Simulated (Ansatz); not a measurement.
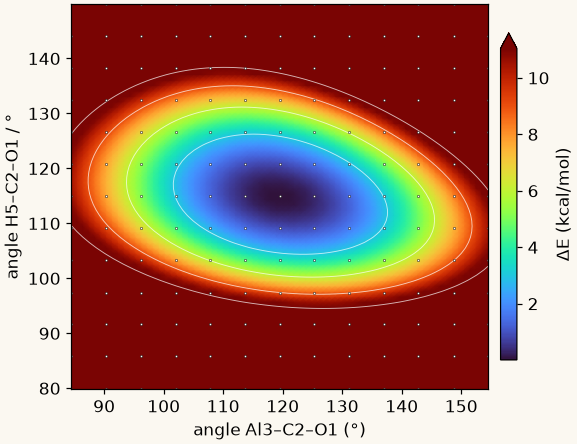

CH4AlO, SMILES [OH+]=[CH][AlH2], charge +1. Coordinates scanned: (1) angle Al3–C2–O1; (2) angle H5–C2–O1. Nothing is relaxed (all other coordinates rigid). Grid: 13 × 13 points. Energies are in kcal/mol, from the lowest grid point. These are results of RKS PBE0-D4/def2-TZVP (Ansatz 0.2.0), not measurements.

In the figure: a smooth colour map with a few white contour lines, dots at the grid points, one colour for all values above the top of the scale. Between grid points the surface is interpolated.

**Where is the minimum, and how stiff is the well along each coordinate?**

The interpolated minimum is at angle Al3–C2–O1 ≈ 119.5°, angle H5–C2–O1 ≈ 114.9°. The curvatures there are about 2.9 eV/rad² and 7.6 eV/rad², with a cross term of about 1.1 eV/rad². Round the minimum the valley is somewhat tilted: raising angle Al3–C2–O1 shifts the best value of angle H5–C2–O1 downwards (coupling k₁₂/√(k₁₁k₂₂) about 0.2). (1 eV is 23.1 kcal/mol.)
